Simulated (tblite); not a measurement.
## Geometry relaxation of C2H8GeNP (part 1 of 2)

C2H8GeNP, computed with GFN2-xTB geometry optimisation, gas phase (tblite 0.8.0).

It belongs to a series of runs on one base structure; here: H on C replaced by CH=NH.

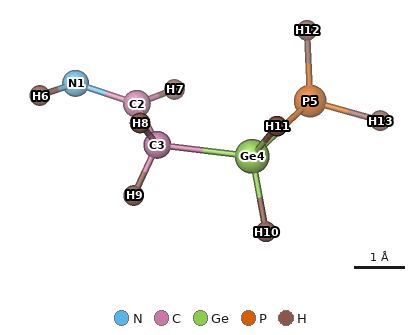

Figure 1. The starting structure (ball-and-stick view, seen at a tilt; atoms are numbered from 1 in the order of the input). Sticks mark near contacts.

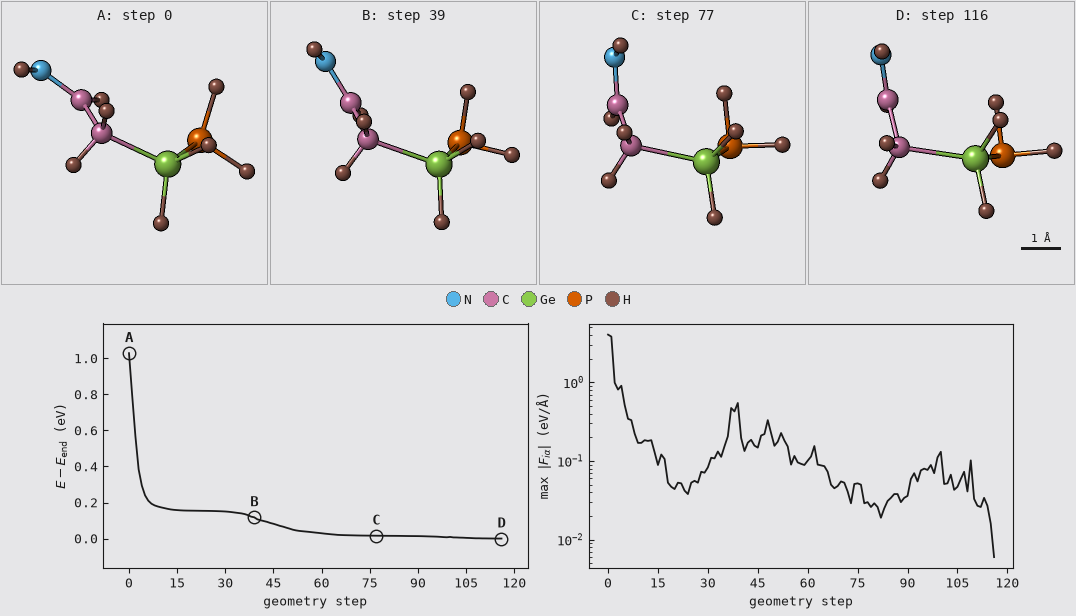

Figure 2. Frames of the relaxation (ball-and-stick view, seen at a tilt) above the curves, on which the letters mark them (steps are counted from 0).

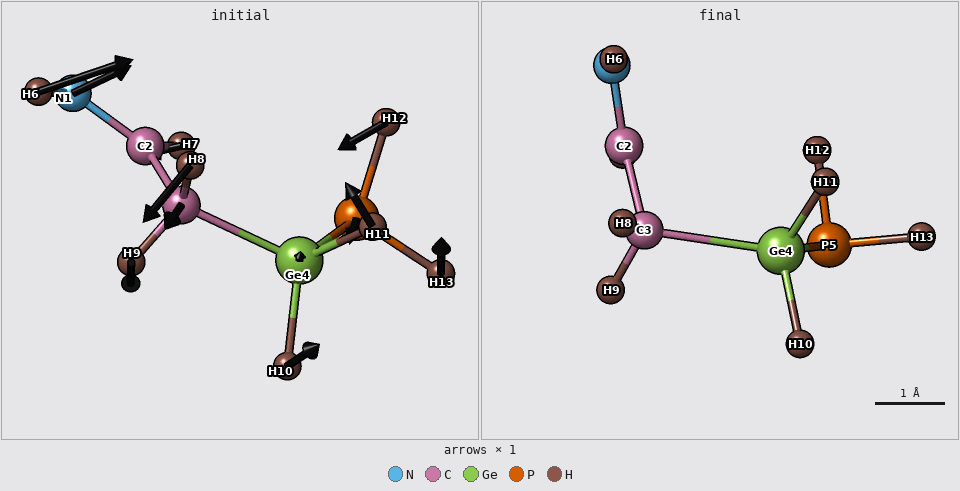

Figure 3. Before (left) and after (right) the relaxation, at one scale (ball-and-stick view, seen at a tilt). The black arrows give the displacements, at true length. Over 116 geometry steps the energy falls by 1.029 eV. Largest force component: 4 eV/Å at the start, 0.006 eV/Å at the end. H6 moves most after the best rigid fit: 1.52 Å. By element the largest moves are H 1.52 Å, N 0.99 Å, C 0.52 Å, P 0.41 Å, Ge 0.16 Å. Among the contacts that change: P5–H13 1.477 → 1.389 Å, P5–H12 1.458 → 1.388 Å, C3–Ge4 1.935 → 2.004 Å, N1–C2 1.311 → 1.256 Å. Among the angles that change: Ge4–P5–H12 108.6° → 92.2°, H12–P5–H13 106.5° → 92.6°, Ge4–P5–H13 106.4° → 93.6°. (Atoms are counted from 1 in the order of the input.)

The input that produced these results follows, with the program's output.

**Input**
```
{"job": {"kind": "relax", "xc": "GFN2-xTB", "basis": "xTB"}, "charge": 0, "multiplicity": 1}
N      2.524000    -1.273600    -0.375500
C      1.294700    -0.831700    -0.484100
C      0.968300     0.606200    -0.311200
Ge    -0.931900     0.960900    -0.227800
P     -2.218000    -0.930700    -0.352700
H      3.300100    -0.647000    -0.183900
H      0.477900    -1.538800    -0.687300
H      1.420700     1.025000     0.626900
H      1.405300     1.219300    -1.153000
H     -1.260000     1.965100    -1.360400
H     -1.282600     1.592000     1.153000
H     -2.081500    -1.669900     0.896400
H     -3.621300    -0.476400    -0.419300
```

The first line tells a small driver script what to run in tblite; the rest is the geometry in Å.

Run as:
```bash
OMP_NUM_THREADS=1 python <driver script> task.json out
```

**Log**
```
step      E/eV     max force
  0    -425.80841    4.124
  1    -426.04473    4.094
  2    -426.26981    1.130
  3    -426.45343    0.883
  4    -426.54368    1.016
  5    -426.59768    0.613
  6    -426.62722    0.450
  7    -426.64415    0.334
  8    -426.65363    0.257
  9    -426.65964    0.187
 10    -426.66438    0.178
 11    -426.66841    0.190
 12    -426.67245    0.211
 13    -426.67592    0.208
 14    -426.67810    0.143
 15    -426.67956    0.101
 16    -426.68084    0.133
 17    -426.68176    0.112
 18    -426.68224    0.054
 19    -426.68250    0.059
 20    -426.68272    0.059
 21    -426.68300    0.060
 22    -426.68332    0.061
 23    -426.68359    0.043
 24    -426.68380    0.049
 25    -426.68407    0.060
 26    -426.68446    0.063
 27    -426.68499    0.065
 28    -426.68562    0.076
 29    -426.68633    0.084
 30    -426.68728    0.096
 31    -426.68874    0.114
 32    -426.69079    0.121
 33    -426.69313    0.132
 34    -426.69545    0.149
 35    -426.69775    0.172
 36    -426.70148    0.240
 37    -426.70715    0.607
 38    -426.71578    0.459
 39    -426.71948    0.743
 40    -426.73101    0.227
 41    -426.73591    0.148
 42    -426.74047    0.186
 43    -426.74488    0.200
 44    -426.75107    0.180
 45    -426.75552    0.163
 46    -426.76113    0.212
 47    -426.76715    0.239
 48    -426.77149    0.449
 49    -426.77715    0.261
 50    -426.78243    0.190
 51    -426.78817    0.241
 52    -426.79214    0.265
 53    -426.79496    0.195
 54    -426.79683    0.160
 55    -426.79856    0.096
 56    -426.80025    0.122
 57    -426.80227    0.109
 58    -426.80428    0.116
 59    -426.80609    0.118
 60    -426.80818    0.110
 61    -426.81030    0.119
 62    -426.81205    0.214
 63    -426.81388    0.136
 64    -426.81536    0.100
 65    -426.81708    0.098
 66    -426.81784    0.089
 67    -426.81851    0.060
 68    -426.81896    0.050
 69    -426.81939    0.057
 70    -426.81983    0.061
 71    -426.82029    0.054
 72    -426.82066    0.046
 73    -426.82091    0.044
 74    -426.82110    0.053
 75    -426.82125    0.055
 76    -426.82143    0.057
 77    -426.82163    0.036
 78    -426.82184    0.044
 79    -426.82204    0.041
 80    -426.82222    0.041
 81    -426.82236    0.036
 82    -426.82245    0.023
 83    -426.82254    0.027
 84    -426.82268    0.035
 85    -426.82292    0.046
 86    -426.82323    0.049
 87    -426.82350    0.046
 88    -426.82366    0.034
 89    -426.82379    0.040
 90    -426.82396    0.037
 91    -426.82428    0.064
 92    -426.82478    0.081
 93    -426.82537    0.073
 94    -426.82589    0.090
 95    -426.82639    0.089
 96    -426.82705    0.083
 97    -426.82817    0.095
 98    -426.82952    0.080
 99    -426.83035    0.125
100    -426.82843    0.148
101    -426.83112    0.061
102    -426.83140    0.063
103    -426.83227    0.070
104    -426.83269    0.045
105    -426.83366    0.062
106    -426.83429    0.066
107    -426.83523    0.079
108    -426.83601    0.051
109    -426.83601    0.130
110    -426.83657    0.040
111    -426.83668    0.035
112    -426.83694    0.032
113    -426.83715    0.047
114    -426.83738    0.034
115    -426.83747    0.020
116    -426.83750    0.007
```

**Trajectory as extended XYZ (Å, eV, eV/Å), 36 of the 117 frames kept, from step=0 to step=116**
```
13
Properties=species:S:1:pos:R:3:forces:R:3 step=0 energy=-425.80841
N     2.5240   -1.2736   -0.3755   -3.4170  -0.2420  -0.5310
C     1.2947   -0.8317   -0.4841    4.0470  -0.5590   0.5600
C     0.9683    0.6062   -0.3112    0.6050   0.9370  -0.0300
Ge   -0.9319    0.9609   -0.2278   -1.4750   0.6450   0.7430
P    -2.2180   -0.9307   -0.3527   -0.6810  -1.2860  -0.9640
H     3.3001   -0.6470   -0.1839   -0.4980   0.4310   0.0040
H     0.4779   -1.5388   -0.6873    0.5920   0.1590   0.0480
H     1.4207    1.0250    0.6269   -0.0510  -0.4810  -0.7320
H     1.4053    1.2193   -1.1530   -0.2300  -0.6520   0.6930
H    -1.2600    1.9651   -1.3604   -0.1350  -0.3100   0.4450
H    -1.2826    1.5920    1.1530    0.2320   0.2660  -0.4520
H    -2.0815   -1.6699    0.8964   -0.3920   1.2440  -0.5610
H    -3.6213   -0.4764   -0.4193    1.4020  -0.1530   0.7780
13
Properties=species:S:1:pos:R:3:forces:R:3 step=3 energy=-426.45343
N     2.5046   -1.3151   -0.3852   -0.8090   0.1530  -0.0850
C     1.3491   -0.8143   -0.4701    0.5080  -0.3380   0.0310
C     0.9763    0.6308   -0.3087   -0.5970  -0.4440   0.1350
Ge   -1.0020    0.9775   -0.1926    0.0050  -0.6880  -0.1930
P    -2.2442   -1.0037   -0.4179    0.4870  -0.3190  -0.6640
H     3.2474   -0.6479   -0.1905    0.0790   0.0910   0.0320
H     0.5299   -1.5150   -0.6803    0.2220   0.1330   0.0170
H     1.4272    1.0062    0.5993    0.2900   0.1380   0.2730
H     1.3998    1.1941   -1.1287    0.0990   0.1640  -0.2670
H    -1.2721    1.9479   -1.3319   -0.2360  -0.0530   0.2550
H    -1.2719    1.6143    1.1324   -0.0580   0.4060   0.1590
H    -2.1092   -1.5894    0.8619   -0.2880   0.7070  -0.2270
H    -3.5392   -0.4849   -0.3668    0.2970   0.0500   0.5330
13
Properties=species:S:1:pos:R:3:forces:R:3 step=7 energy=-426.64415
N     2.4931   -1.3200   -0.3885    0.3240   0.0060   0.0320
C     1.3550   -0.8157   -0.4648   -0.3310   0.0360  -0.0200
C     0.9545    0.6166   -0.2938    0.1640   0.0290   0.0300
Ge   -1.0240    0.9115   -0.1911    0.1450   0.1230   0.1040
P    -2.2109   -1.0607   -0.5105   -0.0900   0.1160   0.0720
H     3.2360   -0.6491   -0.1898    0.0940  -0.0330   0.0340
H     0.5501   -1.5123   -0.6833   -0.1480  -0.1320  -0.0640
H     1.4480    1.0075    0.6028   -0.0610  -0.0050  -0.0180
H     1.3876    1.1860   -1.1277   -0.1880  -0.0660   0.0590
H    -1.3101    1.9317   -1.2874   -0.1580  -0.1080   0.1390
H    -1.2758    1.6625    1.1274   -0.0600  -0.0980  -0.2320
H    -2.1446   -1.4755    0.8188    0.1380   0.0910  -0.0650
H    -3.4632   -0.4822   -0.2911    0.1720   0.0410  -0.0740
13
Properties=species:S:1:pos:R:3:forces:R:3 step=10 energy=-426.66438
N     2.4977   -1.3119   -0.3879   -0.0970  -0.0870  -0.0250
C     1.3460   -0.8239   -0.4648    0.1700  -0.0510   0.0180
C     0.9606    0.6121   -0.2872   -0.1120  -0.0640   0.0220
Ge   -1.0081    0.9084   -0.1853   -0.0600   0.0370  -0.0040
P    -2.2055   -1.0515   -0.5161    0.0960   0.0520  -0.0050
H     3.2491   -0.6497   -0.1846   -0.1020   0.0000   0.0110
H     0.5356   -1.5268   -0.6911    0.1480   0.0690   0.0120
H     1.4471    1.0093    0.6061    0.0420  -0.0200   0.0200
H     1.3673    1.1813   -1.1264   -0.0280  -0.0090  -0.0440
H    -1.3341    1.9190   -1.2673   -0.1050  -0.0410   0.0320
H    -1.2851    1.6599    1.1058   -0.0670  -0.0250  -0.0170
H    -2.1322   -1.4529    0.8095    0.1380   0.0020   0.0390
H    -3.4429   -0.4728   -0.2897   -0.0240   0.1360  -0.0580
13
Properties=species:S:1:pos:R:3:forces:R:3 step=13 energy=-426.67592
N     2.5006   -1.3222   -0.3897   -0.0140   0.0180   0.0150
C     1.3522   -0.8304   -0.4628   -0.0120   0.0210  -0.0020
C     0.9550    0.6035   -0.2804    0.0580   0.0180  -0.0140
Ge   -1.0078    0.9115   -0.1809   -0.0330  -0.1230  -0.0530
P    -2.1923   -1.0391   -0.5197    0.0160  -0.0050   0.0170
H     3.2415   -0.6520   -0.1796    0.0150  -0.0170   0.0220
H     0.5468   -1.5282   -0.6953   -0.0040  -0.0430  -0.0250
H     1.4510    1.0058    0.6078    0.0090  -0.0240  -0.0340
H     1.3477    1.1737   -1.1284    0.0030  -0.0380   0.0130
H    -1.3669    1.9052   -1.2504   -0.0610   0.0710  -0.1040
H    -1.3020    1.6555    1.0907   -0.0740   0.0640   0.1840
H    -2.1028   -1.4356    0.8073    0.0740  -0.0090   0.0110
H    -3.4275   -0.4471   -0.2976    0.0230   0.0670  -0.0300
13
Properties=species:S:1:pos:R:3:forces:R:3 step=17 energy=-426.68176
N     2.5008   -1.3244   -0.3873   -0.0150   0.0100   0.0170
C     1.3522   -0.8332   -0.4633   -0.0050  -0.0220  -0.0090
C     0.9560    0.6000   -0.2795   -0.0490  -0.0020  -0.0120
Ge   -1.0124    0.9091   -0.1807   -0.0120   0.1060   0.0330
P    -2.1870   -1.0378   -0.5192    0.0060  -0.0320  -0.0170
H     3.2416   -0.6560   -0.1727    0.0160  -0.0060   0.0250
H     0.5513   -1.5352   -0.7019   -0.0130  -0.0070  -0.0190
H     1.4557    1.0016    0.6050    0.0160   0.0050  -0.0050
H     1.3411    1.1660   -1.1308    0.0350   0.0070  -0.0300
H    -1.3915    1.9066   -1.2565    0.0080  -0.0160   0.0100
H    -1.3214    1.6575    1.1060   -0.0120  -0.0430  -0.0180
H    -2.0760   -1.4296    0.8085   -0.0050   0.0020  -0.0020
H    -3.4147   -0.4242   -0.3064    0.0290  -0.0020   0.0280
13
Properties=species:S:1:pos:R:3:forces:R:3 step=20 energy=-426.68272
N     2.4998   -1.3238   -0.3849   -0.0160  -0.0040   0.0120
C     1.3505   -0.8347   -0.4642   -0.0060   0.0160   0.0000
C     0.9533    0.6001   -0.2808    0.0080   0.0080  -0.0150
Ge   -1.0145    0.9157   -0.1784    0.0050  -0.0300  -0.0210
P    -2.1846   -1.0397   -0.5210    0.0380   0.0440   0.0100
H     3.2429   -0.6577   -0.1685   -0.0210  -0.0060   0.0210
H     0.5506   -1.5377   -0.7056    0.0030   0.0100  -0.0120
H     1.4577    1.0008    0.6027   -0.0070  -0.0030  -0.0240
H     1.3426    1.1642   -1.1333    0.0030  -0.0100  -0.0030
H    -1.3961    1.9060   -1.2570    0.0050   0.0120   0.0040
H    -1.3270    1.6546    1.1086   -0.0140  -0.0150   0.0110
H    -2.0716   -1.4272    0.8078   -0.0060  -0.0080  -0.0030
H    -3.4080   -0.4202   -0.3044    0.0070  -0.0150   0.0220
13
Properties=species:S:1:pos:R:3:forces:R:3 step=23 energy=-426.68359
N     2.4957   -1.3238   -0.3798    0.0080  -0.0190   0.0120
C     1.3475   -0.8338   -0.4655   -0.0150   0.0080  -0.0070
C     0.9508    0.6015   -0.2856    0.0420   0.0020  -0.0070
Ge   -1.0151    0.9205   -0.1791    0.0310  -0.0260   0.0010
P    -2.1757   -1.0341   -0.5202   -0.0280  -0.0150   0.0050
H     3.2402   -0.6605   -0.1597   -0.0310  -0.0010   0.0210
H     0.5500   -1.5377   -0.7117   -0.0090   0.0150  -0.0110
H     1.4585    1.0002    0.5963   -0.0060   0.0150   0.0000
H     1.3461    1.1615   -1.1378   -0.0180   0.0020  -0.0150
H    -1.3982    1.9080   -1.2570   -0.0020   0.0300  -0.0010
H    -1.3347    1.6470    1.1124    0.0010   0.0030   0.0050
H    -2.0685   -1.4282    0.8072    0.0200  -0.0020  -0.0060
H    -3.4011   -0.4201   -0.2984    0.0080  -0.0140   0.0020
13
Properties=species:S:1:pos:R:3:forces:R:3 step=27 energy=-426.68499
N     2.4873   -1.3300   -0.3675   -0.0300   0.0050   0.0100
C     1.3430   -0.8329   -0.4697    0.0350  -0.0290   0.0010
C     0.9569    0.6043   -0.2948   -0.0500   0.0040   0.0100
Ge   -1.0085    0.9221   -0.1809   -0.0530   0.0360  -0.0120
P    -2.1689   -1.0334   -0.5201    0.0080  -0.0420  -0.0280
H     3.2261   -0.6648   -0.1371    0.0210  -0.0070   0.0280
H     0.5450   -1.5317   -0.7259   -0.0240   0.0100  -0.0200
H     1.4605    1.0054    0.5870    0.0440   0.0220  -0.0020
H     1.3464    1.1594   -1.1518    0.0030   0.0150  -0.0160
H    -1.4011    1.9195   -1.2540    0.0180  -0.0190   0.0480
H    -1.3446    1.6357    1.1180    0.0400  -0.0060  -0.0330
H    -2.0560   -1.4301    0.8048    0.0370  -0.0070   0.0130
H    -3.3905   -0.4232   -0.2870   -0.0460   0.0170  -0.0010
13
Properties=species:S:1:pos:R:3:forces:R:3 step=30 energy=-426.68728
N     2.4717   -1.3415   -0.3432   -0.0100   0.0450   0.0180
C     1.3361   -0.8333   -0.4769   -0.0450   0.0620   0.0150
C     0.9617    0.6105   -0.3090   -0.0330   0.0070   0.0040
Ge   -1.0054    0.9279   -0.1856   -0.0460  -0.0830  -0.0110
P    -2.1591   -1.0391   -0.5240   -0.0210   0.0550   0.0240
H     3.2031   -0.6750   -0.0911    0.0430  -0.0530   0.0260
H     0.5322   -1.5181   -0.7552    0.0260   0.0090  -0.0210
H     1.4715    1.0192    0.5687    0.0230  -0.0150  -0.0810
H     1.3443    1.1573   -1.1778   -0.0220  -0.0300   0.0590
H    -1.4040    1.9374   -1.2388    0.0020   0.0090  -0.0010
H    -1.3533    1.6154    1.1201    0.0540   0.0210   0.0090
H    -2.0248   -1.4335    0.8016    0.0370  -0.0040  -0.0210
H    -3.3785   -0.4266   -0.2678   -0.0070  -0.0230  -0.0200
13
Properties=species:S:1:pos:R:3:forces:R:3 step=33 energy=-426.69313
N     2.4289   -1.3584   -0.2825   -0.0500   0.0450   0.0080
C     1.3161   -0.8232   -0.4900   -0.0110   0.0610   0.0180
C     0.9609    0.6262   -0.3404    0.0270  -0.0160  -0.0050
Ge   -1.0108    0.9279   -0.1988    0.1090  -0.0180   0.0650
P    -2.1438   -1.0468   -0.5301   -0.0670   0.0510   0.0350
H     3.1591   -0.7109    0.0222   -0.0140  -0.0750   0.0170
H     0.5093   -1.4816   -0.8275    0.1320   0.0020  -0.0040
H     1.5047    1.0505    0.5099   -0.0660  -0.0250  -0.0450
H     1.3351    1.1490   -1.2274   -0.0920  -0.0290   0.0120
H    -1.4057    1.9806   -1.2023   -0.0450   0.0190  -0.0800
H    -1.3542    1.5737    1.1254    0.0560   0.0400   0.0640
H    -1.9442   -1.4450    0.7906   -0.0080   0.0210  -0.0820
H    -3.3600   -0.4415   -0.2281    0.0300  -0.0750  -0.0040
13
Properties=species:S:1:pos:R:3:forces:R:3 step=36 energy=-426.70148
N     2.3741   -1.3743   -0.2141   -0.0820  -0.0190  -0.0070
C     1.2961   -0.8038   -0.5011    0.1860  -0.1520   0.0000
C     0.9607    0.6422   -0.3759   -0.0190   0.0080  -0.0060
Ge   -1.0053    0.9287   -0.2045   -0.0390   0.2060   0.0230
P    -2.1314   -1.0480   -0.5372    0.0770  -0.0030  -0.0940
H     3.1052   -0.7628    0.1514   -0.0240   0.0000   0.0380
H     0.5086   -1.4404   -0.9089    0.0470  -0.0630  -0.0320
H     1.5321    1.0822    0.4397   -0.0140   0.0710   0.1260
H     1.3093    1.1358   -1.2836   -0.0760   0.0510  -0.1420
H    -1.4146    2.0272   -1.1717   -0.0110  -0.1120   0.0100
H    -1.3439    1.5356    1.1422    0.0800   0.0380   0.0530
H    -1.8584   -1.4523    0.7649   -0.0320  -0.0150  -0.0200
H    -3.3368   -0.4695   -0.1803   -0.0930  -0.0090   0.0520
13
Properties=species:S:1:pos:R:3:forces:R:3 step=40 energy=-426.73101
N     2.2594   -1.4222   -0.0717   -0.1120  -0.0870  -0.0360
C     1.2846   -0.7829   -0.5249   -0.0260   0.1960  -0.1040
C     0.9680    0.6782   -0.4564    0.0400  -0.1410   0.1730
Ge   -1.0042    0.9685   -0.2040    0.1130  -0.1230   0.0970
P    -2.0955   -1.0300   -0.5664   -0.0610   0.0690   0.0590
H     2.9573   -0.8804    0.4290    0.0610   0.1540   0.1240
H     0.5498   -1.3611   -1.0827   -0.0200  -0.1740  -0.0670
H     1.5760    1.1659    0.3133   -0.0930   0.0130  -0.1360
H     1.2224    1.1126   -1.4251    0.0320   0.0300  -0.0010
H    -1.4371    2.0962   -1.1087   -0.0470   0.0100  -0.0300
H    -1.2899    1.4733    1.1934    0.0700   0.1100   0.0470
H    -1.6922   -1.4714    0.6927   -0.0290  -0.0400  -0.0880
H    -3.3030   -0.5460   -0.0675    0.0720  -0.0180  -0.0370
13
Properties=species:S:1:pos:R:3:forces:R:3 step=43 energy=-426.74488
N     2.2096   -1.4365   -0.0198    0.0910   0.0940   0.0470
C     1.2875   -0.7675   -0.5401   -0.0200  -0.1590  -0.0390
C     0.9694    0.6840   -0.4783   -0.0550   0.0450  -0.1380
Ge   -0.9973    0.9749   -0.1882    0.0090  -0.0220   0.0780
P    -2.0940   -1.0107   -0.5799   -0.0040  -0.0020  -0.0180
H     2.8977   -0.9252    0.5380   -0.1860   0.0700  -0.0200
H     0.5894   -1.3471   -1.1510    0.0140  -0.0240  -0.0210
H     1.5813    1.2043    0.2596    0.0160   0.0050  -0.0550
H     1.1714    1.1053   -1.4708    0.0720  -0.0120   0.1340
H    -1.4495    2.1095   -1.0890    0.0040  -0.0420   0.0550
H    -1.2332    1.4791    1.2229    0.0370   0.0860  -0.0010
H    -1.6403   -1.4805    0.6451   -0.0020  -0.1110  -0.0090
H    -3.2965   -0.5892   -0.0274    0.0250   0.0700  -0.0130
```
